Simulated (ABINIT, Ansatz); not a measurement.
## Na2LiIrF6 (Fm-3m): G0W0 with ABINIT, start to end

How does a plane-wave GW calculation on Na2LiIrF6 (Fm-3m) run from the first input to the gap?

Method: LDA and many-body steps on it, plane waves, in ABINIT 10.8.3.

## (1) The starting structure

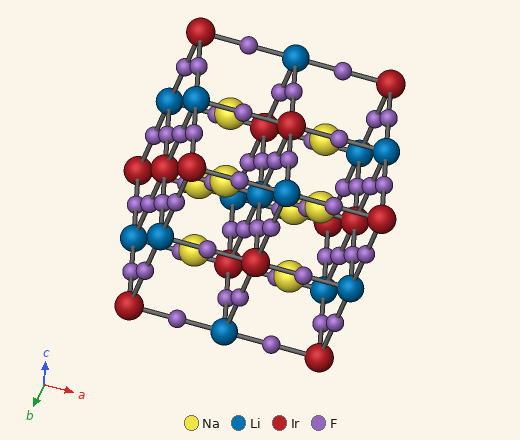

The cell as given, from a free direction (sodium yellow, lithium blue, iridium red, fluorine purple). This picture shows the conventional cell, with its axes. Some periodic images of atoms are drawn too.

The cell and positions are those that the Materials Project relaxed with its own functionals (PBE, PBE+U or r2SCAN), kept fixed. Spin-orbit coupling is left out unless a step names it.

## (2) Ground state

This step: ABINIT 10.8.3; DFT, LDA, plane waves, norm-conserving pseudopotentials.

The ground-state density comes first.

run.abi

```
acell 3*1.0 Angstrom
rprim 
  0.000000000000 4.004814000000 4.004814000000
  4.004814000000 0.000000000000 4.004814000000
  4.004814000000 4.004814000000 -0.000000000000
ntypat 4
znucl 11 3 77 9
natom 10
typat 1 1 2 3 4 4 4 4 4 4
xred 
  0.750000000000 0.750000000000 0.750000000000
  0.250000000000 0.250000000000 0.250000000000
  0.500000000000 0.500000000000 0.500000000000
  0.000000000000 0.000000000000 0.000000000000
  0.747678000000 0.252322000000 0.252322000000
  0.252322000000 0.252322000000 0.747678000000
  0.252322000000 0.747678000000 0.747678000000
  0.252322000000 0.747678000000 0.252322000000
  0.747678000000 0.252322000000 0.747678000000
  0.747678000000 0.747678000000 0.252322000000
pp_dirpath "pseudos"
pseudos "Na.upf, Li.upf, Ir.upf, F.upf"
ecut 38
ngkpt 4 4 4
nshiftk 1
shiftk 0 0 0
kptopt 1
chksymbreak 0
nband 49
occopt 1
tolvrs 1e-10
nstep 60
prtwf 0
optforces 0
optstress 0
indata_prefix "in"
outdata_prefix "out"
tmpdata_prefix "tmp"
```

On the command line:

```sh
OMP_NUM_THREADS=1 mpirun -n 4 abinit run.abi > log
```

Numbers of over 12 decimals in the logs are rounded to 6 here.

The program printed:

```text
.Version 10.8.3 of ABINIT. v10.8.2 released Aug 2026.

 Symmetries : space group Fm -3 m (#225); Bravais cF (face-center cubic)
================================================================================
 Values of the parameters that define the memory need of the present run
     intxc =       0    ionmov =       0      iscf =       7    lmnmax =       8
     lnmax =       8     mgfft =      60  mpssoang =       4    mqgrid =    3001
     natom =      10  nloc_mem =       1    nspden =       1   nspinor =       1
    nsppol =       1      nsym =      48    n1xccc =    2501    ntypat =       4
    occopt =       1   xclevel =       1
-    mband =          49        mffmem =           1         mkmem =           2
       mpw =        9700          nfft =      216000          nkpt =           8
================================================================================
  Rough estimation (10% accuracy) of disk space for files :
================================================================================

--------------------------------------------------------------------------------
------------- Echo of variables that govern the present computation ------------
--------------------------------------------------------------------------------
 -outvars: echo values of preprocessed input variables --------
            acell      1.8897261259E+00  1.8897261259E+00  1.8897261259E+00 Bohr

      chksymbreak           0
             ecut      3.80000000E+01 Hartree
-          fftalg         312

              ixc       -1012
              kpt      0.00000000E+00  0.00000000E+00  0.00000000E+00
                       2.50000000E-01  0.00000000E+00  0.00000000E+00
                       5.00000000E-01  0.00000000E+00  0.00000000E+00
                       2.50000000E-01  2.50000000E-01  0.00000000E+00
                       5.00000000E-01  2.50000000E-01  0.00000000E+00
                      -2.50000000E-01  2.50000000E-01  0.00000000E+00
                       5.00000000E-01  5.00000000E-01  0.00000000E+00
                      -2.50000000E-01  5.00000000E-01  2.50000000E-01
         kptrlatt        4    0    0      0    4    0      0    0    4
          kptrlen      4.28110823E+01
P           mkmem           2
            natom          10
            nband          49
            ngfft          60      60      60
             nkpt           8
            nstep          60
             nsym          48
           ntypat           4
              occ      2.000000  2.000000  2.000000  2.000000  2.000000  2.000000
                       2.000000  2.000000  2.000000  2.000000  2.000000  2.000000
                       2.000000  2.000000  2.000000  2.000000  2.000000  2.000000
                       2.000000  2.000000  2.000000  2.000000  2.000000  2.000000
                       2.000000  2.000000  2.000000  2.000000  2.000000  2.000000
                       2.000000  2.000000  2.000000  2.000000  2.000000  2.000000
                       2.000000  2.000000  2.000000  2.000000  0.000000  0.000000
                       0.000000  0.000000  0.000000  0.000000  0.000000  0.000000
                       0.000000
        optforces           0
        optstress           0
            prtwf           0
            rprim      0.0000000000E+00  4.0048140000E+00  4.0048140000E+00
                       4.0048140000E+00  0.0000000000E+00  4.0048140000E+00
                       4.0048140000E+00  4.0048140000E+00 -0.0000000000E+00
          spgroup         225

           tolvrs      1.00000000E-10

             xred      7.5000000000E-01  7.5000000000E-01  7.5000000000E-01
                       2.5000000000E-01  2.5000000000E-01  2.5000000000E-01
[...]
znucl       11.00000    3.00000   77.00000    9.00000

================================================================================

 chkinp: Checking input parameters for consistency.

================================================================================
== DATASET  1 ==================================================================
-   mpi_nproc: 4, omp_nthreads: 1 (-1 if OMP is not activated)

--- !DatasetInfo
iteration_state: {dtset: 1, }
dimensions: {natom: 10, nkpt: 8, mband: 49, nsppol: 1, nspinor: 1, nspden: 1, mpw: 9700, }
cutoff_energies: {ecut:  38.0, pawecutdg:  -1.0, }
electrons: {nelect:   8.00000000E+01, charge:   0.00000000E+00, occopt:   1.00000000E+00, tsmear:   1.00000000E-02, }

 Real(R)+Recip(G) space primitive vectors, cartesian coordinates (Bohr,Bohr^-1):
 R(1)=  0.0000000  7.5680016  7.5680016  G(1)= -0.0660676  0.0660676  0.0660676
 R(2)=  7.5680016  0.0000000  7.5680016  G(2)=  0.0660676 -0.0660676  0.0660676
 R(3)=  7.5680016  7.5680016  0.0000000  G(3)=  0.0660676  0.0660676 -0.0660676
 Unit cell volume ucvol=  8.6690927E+02 bohr^3
 Angles (23,13,12)=  6.00000000E+01  6.00000000E+01  6.00000000E+01 degrees

 getcut: wavevector=  0.0000  0.0000  0.0000  ngfft=  60  60  60
         ecut(hartree)=     38.000   => boxcut(ratio)=   2.02022

--- Pseudopotential description ------------------------------------------------
- Na Generated using ONCVPSP code by D. R. Hamann
- 11.00000   9.00000  180309                  znucl, zion, pspdat
12 -1012 1 -1 1968                            pspcod,pspxc,lmax,lloc,mmax
     nproj     2     2     0     0
  pspatm : epsatm=    9.37365322
[...]
nproj     2     2     1     0
  pspatm : epsatm=    4.94580260
         --- l  ekb(1:nproj) -->
[...]
2   -2.364936
 pspatm: atomic psp has been read  and splines computed

   6.28790482E+03                                ecore*ucvol(ha*bohr**3)
--------------------------------------------------------------------------------

_setup2: Arith. and geom. avg. npw (full set) are    9694.141    9694.113

================================================================================

--- !BeginCycle
iteration_state: {dtset: 1, }
solver: {iscf: 7, nstep: 60, nline: 4, wfoptalg: 0, }
tolerances: {tolvrs: 1.00E-10, }

     iter   Etot(hartree)      deltaE(h)  residm     vres2
 ETOT  1  -360.46344933888    -3.605E+02 1.727E-01 1.530E+03
 ETOT  2  -360.56965539920    -1.062E-01 4.991E-03 1.995E+03
 ETOT  3  -361.03618532924    -4.665E-01 1.402E-02 1.122E+02
 ETOT  4  -361.04704935032    -1.086E-02 1.071E-03 1.139E+01
 ETOT  5  -361.04848628689    -1.437E-03 1.652E-03 1.100E+00
 ETOT  6  -361.04862931163    -1.430E-04 4.014E-04 9.435E-03
 ETOT  7  -361.04862990696    -5.953E-07 4.185E-04 4.540E-04
 ETOT  8  -361.04862996985    -6.289E-08 1.518E-04 2.525E-05
 ETOT  9  -361.04862997416    -4.302E-09 3.888E-04 3.685E-06
 ETOT 10  -361.04862997475    -5.887E-10 2.385E-04 1.166E-07
 ETOT 11  -361.04862997475    -4.320E-12 4.910E-04 1.727E-09
 ETOT 12  -361.04862997476    -1.216E-11 2.569E-04 1.360E-10
 ETOT 13  -361.04862997476    -2.672E-12 4.314E-04 3.358E-12

 At SCF step   13       vres2   =  3.36E-12 < tolvrs=  1.00E-10 =>converged.

--- !ResultsGS
iteration_state: {dtset: 1, }
comment   : Summary of ground state results
lattice_vectors:
- [  0.0000000,   7.5680016,   7.5680016, ]
- [  7.5680016,   0.0000000,   7.5680016, ]
- [  7.5680016,   7.5680016,  -0.0000000, ]
lattice_lengths: [  10.70277,   10.70277,   10.70277, ]
lattice_angles: [ 60.000,  60.000,  60.000, ] # degrees, (23, 13, 12)
lattice_volume:   8.6690927E+02
convergence: {deltae: -2.672E-12, res2:  3.358E-12, residm:  4.314E-04, diffor:  0.000E+00, }
etotal    :  -3.61048630E+02
entropy   :   0.00000000E+00
fermie    :   9.28298662E-02
cartesian_stress_tensor: null
pressure_GPa: null
xred      :
- [  7.5000E-01,   7.5000E-01,   7.5000E-01, Na]
- [  2.5000E-01,   2.5000E-01,   2.5000E-01, Na]
- [  5.0000E-01,   5.0000E-01,   5.0000E-01, Li]
- [  0.0000E+00,   0.0000E+00,   0.0000E+00, Ir]
- [  7.4768E-01,   2.5232E-01,   2.5232E-01,  F]
- [  2.5232E-01,   2.5232E-01,   7.4768E-01,  F]
- [  2.5232E-01,   7.4768E-01,   7.4768E-01,  F]
- [  2.5232E-01,   7.4768E-01,   2.5232E-01,  F]
- [  7.4768E-01,   2.5232E-01,   7.4768E-01,  F]
- [  7.4768E-01,   7.4768E-01,   2.5232E-01,  F]
cartesian_forces: null
force_length_stats: {min: null, max: null, mean: null, }

 Integrated electronic density in atomic spheres:
 ------------------------------------------------
 Atom  Sphere_radius  Integrated_density
[...]
================================================================================

 ----iterations are completed or convergence reached----

 Mean square residual over all n,k,spin=   12.313E-07; max=  43.137E-05
 reduced coordinates (array xred) for   10 atoms
[...]
0.252322000000      0.252322000000      0.747678000000
       0.252322000000      0.747678000000      0.747678000000
       0.252322000000      0.747678000000      0.252322000000
       0.747678000000      0.252322000000      0.747678000000
       0.747678000000      0.747678000000      0.252322000000
 rms dE/dt=  0.0000E+00; max dE/dt=  0.0000E+00; dE/dt below (all hartree)
    1       0.000000000000      0.000000000000      0.000000000000
    2       0.000000000000      0.000000000000      0.000000000000
    3       0.000000000000      0.000000000000      0.000000000000
    4       0.000000000000      0.000000000000      0.000000000000
    5       0.000000000000      0.000000000000      0.000000000000
    6       0.000000000000      0.000000000000      0.000000000000
    7       0.000000000000      0.000000000000      0.000000000000
    8       0.000000000000      0.000000000000      0.000000000000
    9       0.000000000000      0.000000000000      0.000000000000
   10       0.000000000000      0.000000000000      0.000000000000

 cartesian coordinates (angstrom) at end:
[...]
6      4.004814     4.004814     2.021005
    7      5.988623     4.004814     4.004814
    8      4.004814     2.021005     4.004814
    9      4.004814     5.988623     4.004814
   10      4.004814     4.004814     5.988623
 length scales=  1.889726125908  1.889726125908  1.889726125908 bohr
              =  1.000000000000  1.000000000000  1.000000000000 angstroms
 prteigrs : about to open file out_EIG
 Fermi (or HOMO) energy (hartree) =   0.09283   Average Vxc (hartree)=  -0.36919
 Eigenvalues (hartree) for nkpt=   8  k points:
 kpt#   1, nband= 49, wtk=  0.01563, kpt=  0.0000  0.0000  0.0000 (reduced coord)
  -3.29617   -1.77734   -1.77732   -1.70648   -1.70648   -1.70648   -1.49309   -0.76625
  -0.76625   -0.76625   -0.76597   -0.76597   -0.76597   -0.76513   -0.74439   -0.74439
  -0.74314   -0.74314   -0.74314   -0.18360   -0.15002   -0.15002   -0.13511   -0.13511
  -0.13511   -0.12838   -0.12838   -0.12838   -0.05908   -0.05908   -0.05908   -0.05686
  -0.05686   -0.05686   -0.03670   -0.03670   -0.03670    0.08101    0.08101    0.08101
   0.17186    0.18915    0.18915    0.33235    0.41552    0.42322    0.42322    0.42322
   0.43881
 prteigrs : prtvol=0 or 1, do not print more k-points.

--- !EnergyTerms
iteration_state     : {dtset: 1, }
comment             : Components of total free energy in Hartree
kinetic             :  1.89435608033865E+02
hartree             :  1.12055794768688E+02
xc                  : -6.85664566182452E+01
Ewald energy        : -2.11486172994627E+02
psp_core            :  7.25324437413571E+00
local_psp           : -3.45208426457825E+02
non_local_psp       : -4.45322210807554E+01
total_energy        : -3.61048629974764E+02
total_energy_eV     : -9.82463372382558E+03
band_energy         : -4.81026082161331E+01

== END DATASET(S) ==============================================================
================================================================================

 -outvars: echo values of variables after computation  --------
           etotal     -3.6104862997E+02
            nband          49
             nkpt           8
          spgroup         225
 [... the other variables as echoed above ...]

 Calculation completed.
```

Elapsed: 2 min, on 4 MPI ranks of Arm Neoverse N1, shared host; peak memory 0.51 GiB; 7.8 min of CPU time.

This step gave:

| Property | Result |
| --- | --- |
| total energy | -9824.6337 eV |
| gap | 2.036 eV |
| k of the valence top | 0.5, 0.5, 0 |
| k of the conduction bottom | 0.5, 0.5, 0 |
| least direct gap | 2.036 eV |

The gap is direct, at (0.500, 0.500, 0.000).

## (3) Empty states on the mesh, 2×2×2 mesh, 272 bands

The sums over transitions need many empty states on a uniform mesh; this step solves for them.

Changes to run.abi since step 2:

```diff
@@ -23,3 +23,3 @@
 ecut 38
-ngkpt 4 4 4
+ngkpt 2 2 2
 nshiftk 1
@@ -28,9 +28,10 @@
 chksymbreak 0
-nband 49
-occopt 1
-tolvrs 1e-10
+iscf -2
+irdden 1
+istwfk *1
+nband 272
+nbdbuf 24
+tolwfr 1e-09
 nstep 60
-prtwf 0
-optforces 0
-optstress 0
+prtvol 0
 indata_prefix "in"
```

The program printed:

```text
.Version 10.8.3 of ABINIT. v10.8.2 released Aug 2026.

 Symmetries : space group Fm -3 m (#225); Bravais cF (face-center cubic)
[... echo of the input left out ...]
== DATASET  1 ==================================================================
-   mpi_nproc: 4, omp_nthreads: 1 (-1 if OMP is not activated)
-    --> not optimal distribution: autoparal keyword recommended in input file <--

--- !DatasetInfo
iteration_state: {dtset: 1, }
dimensions: {natom: 10, nkpt: 3, mband: 272, nsppol: 1, nspinor: 1, nspden: 1, mpw: 9756, }
cutoff_energies: {ecut:  38.0, pawecutdg:  -1.0, }
electrons: {nelect:   8.00000000E+01, charge:   0.00000000E+00, occopt:   1.00000000E+00, tsmear:   1.00000000E-02, }

 Real(R)+Recip(G) space primitive vectors, cartesian coordinates (Bohr,Bohr^-1):
 R(1)=  0.0000000  7.5680016  7.5680016  G(1)= -0.0660676  0.0660676  0.0660676
 R(2)=  7.5680016  0.0000000  7.5680016  G(2)=  0.0660676 -0.0660676  0.0660676
 R(3)=  7.5680016  7.5680016  0.0000000  G(3)=  0.0660676  0.0660676 -0.0660676
 Unit cell volume ucvol=  8.6690927E+02 bohr^3
 Angles (23,13,12)=  6.00000000E+01  6.00000000E+01  6.00000000E+01 degrees

 getcut: wavevector=  0.0000  0.0000  0.0000  ngfft=  60  60  60
         ecut(hartree)=     38.000   => boxcut(ratio)=   2.02022

--- Pseudopotential description ------------------------------------------------
- Na Generated using ONCVPSP code by D. R. Hamann
- 11.00000   9.00000  180309                  znucl, zion, pspdat
12 -1012 1 -1 1968                            pspcod,pspxc,lmax,lloc,mmax
     nproj     2     2     0     0
  pspatm : epsatm=    9.37365322
         --- l  ekb(1:nproj) -->
             0    2.664741   -0.674314
             1   -6.796556   -2.419774
 pspatm: atomic psp has been read  and splines computed

- Li Generated using ONCVPSP code by D. R. Hamann
-  3.00000   3.00000  180309                  znucl, zion, pspdat
12 -1012 1 -1 1944                            pspcod,pspxc,lmax,lloc,mmax
     nproj     2     2     0     0
  pspatm : epsatm=    2.61415252
         --- l  ekb(1:nproj) -->
             0   -4.854561   -1.448487
[...]
pspatm: atomic psp has been read  and splines computed

- Ir Generated using ONCVPSP code by D. R. Hamann
- 77.00000  17.00000  180309                  znucl, zion, pspdat
12 -1012 3 -1 1296                            pspcod,pspxc,lmax,lloc,mmax
     nproj     2     2     2     2
  pspatm : epsatm=   27.56253566
         --- l  ekb(1:nproj) -->
[...]
pspatm: atomic psp has been read  and splines computed

- F Generated using ONCVPSP code by D. R. Hamann
-  9.00000   7.00000  201202                  znucl, zion, pspdat
12 -1012 2 -1 824                             pspcod,pspxc,lmax,lloc,mmax
     nproj     2     2     1     0
  pspatm : epsatm=    4.94580260
         --- l  ekb(1:nproj) -->
[...]
2   -2.364936
[...]
-3.2962E+00 -1.7773E+00 -1.7773E+00 -1.7065E+00 -1.7065E+00 -1.7065E+00
 -1.4931E+00 -7.6625E-01 -7.6625E-01 -7.6625E-01 -7.6597E-01 -7.6597E-01
 -7.6597E-01 -7.6513E-01 -7.4439E-01 -7.4439E-01 -7.4314E-01 -7.4314E-01
[...]
2.9440E+00  2.9440E+00  2.9458E+00  2.9458E+00  2.9494E+00  2.9494E+00
  2.9494E+00  2.9521E+00  2.9716E+00  2.9732E+00  2.9732E+00  2.9892E+00
  2.9892E+00  2.9892E+00
 prteigrs : prtvol=0 or 1, do not print more k-points.

--- !ResultsGS
iteration_state: {dtset: 1, }
comment   : Summary of ground state results
lattice_vectors:
- [  0.0000000,   7.5680016,   7.5680016, ]
- [  7.5680016,   0.0000000,   7.5680016, ]
- [  7.5680016,   7.5680016,  -0.0000000, ]
lattice_lengths: [  10.70277,   10.70277,   10.70277, ]
lattice_angles: [ 60.000,  60.000,  60.000, ] # degrees, (23, 13, 12)
lattice_volume:   8.6690927E+02
convergence: {deltae:  0.000E+00, res2:  0.000E+00, residm:  9.988E-10, diffor:  0.000E+00, }
etotal    :  -3.61048630E+02
entropy   :   0.00000000E+00
fermie    :   9.28298662E-02
cartesian_stress_tensor: null
pressure_GPa: null
xred      :
- [  7.5000E-01,   7.5000E-01,   7.5000E-01, Na]
- [  2.5000E-01,   2.5000E-01,   2.5000E-01, Na]
- [  5.0000E-01,   5.0000E-01,   5.0000E-01, Li]
- [  0.0000E+00,   0.0000E+00,   0.0000E+00, Ir]
- [  7.4768E-01,   2.5232E-01,   2.5232E-01,  F]
- [  2.5232E-01,   2.5232E-01,   7.4768E-01,  F]
- [  2.5232E-01,   7.4768E-01,   7.4768E-01,  F]
- [  2.5232E-01,   7.4768E-01,   2.5232E-01,  F]
- [  7.4768E-01,   2.5232E-01,   7.4768E-01,  F]
- [  7.4768E-01,   7.4768E-01,   2.5232E-01,  F]
cartesian_forces: null
force_length_stats: {min: null, max: null, mean: null, }

 Integrated electronic density in atomic spheres:
 ------------------------------------------------
 Atom  Sphere_radius  Integrated_density
[...]
================================================================================

 ----iterations are completed or convergence reached----

 Mean square residual over all n,k,spin=   36.997E-11; max=  99.883E-11
 reduced coordinates (array xred) for   10 atoms
[...]
0.747678000000      0.252322000000      0.747678000000
       0.747678000000      0.747678000000      0.252322000000

 cartesian coordinates (angstrom) at end:
    1      6.007221     6.007221     6.007221
    2      2.002407     2.002407     2.002407
    3      4.004814     4.004814     4.004814
[...]
9      4.004814     5.988623     4.004814
   10      4.004814     4.004814     5.988623
 length scales=  1.889726125908  1.889726125908  1.889726125908 bohr
              =  1.000000000000  1.000000000000  1.000000000000 angstroms
 prteigrs : about to open file out_EIG
 Eigenvalues (hartree) for nkpt=   3  k points:
 kpt#   1, nband=272, wtk=  0.12500, kpt=  0.0000  0.0000  0.0000 (reduced coord)
[...]
2.94015    2.94402    2.94402    2.94402    2.94582    2.94582    2.94936    2.94936
   2.94937    2.95211    2.97159    2.97318    2.97318    2.98919    2.98919    2.98919
 prteigrs : prtvol=0 or 1, do not print more k-points.

== END DATASET(S) ==============================================================
================================================================================

 -outvars: echo values of variables after computation  --------
            nband         272
             nkpt           3
          spgroup         225
 [... the other variables as echoed above ...]

 Calculation completed.
```

Run time: 4.5 min. Hardware: 4 MPI ranks; peak memory 0.49 GiB.

Numbers from this step:

```
gap                                                           : 2.036 eV
k of the valence top                                          : 0.5, 0.5, 0
k of the conduction bottom                                    : 0.5, 0.5, 0
least direct gap                                              : 2.036 eV
k points computed                                             : 3
lowest point of the top converged band, above the valence top : 73.8650 eV
```

On this mesh the gap is 2.036 eV.

(Continued in part 2 of 2.)

[Paths, hosts, dates, memory and timing lines, banners, echoed tables and standing remarks are left out of the program output.]

[Logs are printed without paths, hosts, clocks, repeated set-up lines and the standing remarks that a program may print on its own settings, such as how far it seeks lower states.]

[Runs of the session that timed out or met a known fault of the program may be left out.]

[Hosts, paths, dates, database ids (printed as entryN), source tags and the programs' standing remarks are cut or masked in the printed files.]

[G0W0 gaps are taken among the corrected bands and points alone; a level outside them can change the order at an edge.]

[Where Ansatz stands beside ABINIT at settings called matched, ABINIT's density can come from a denser mesh and the files from another edition; pairs whose starting gaps differed by over 0.03 eV were left out, so agreement reads better than it is.]
